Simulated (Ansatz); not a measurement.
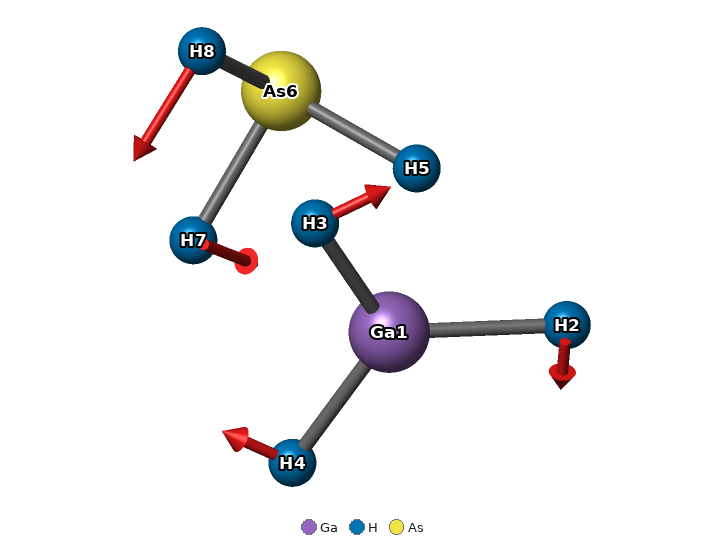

The arrows show one normal mode. Harmonic vibrations computed with RKS PBE0-D4/def2-TZVP (Ansatz 0.2.0) at a stationary point of the same level. It is a saddle point of order 1.

**Estimate its harmonic wavenumber.**

62i cm⁻¹; it is mode 1 of 18 counted from the lowest.
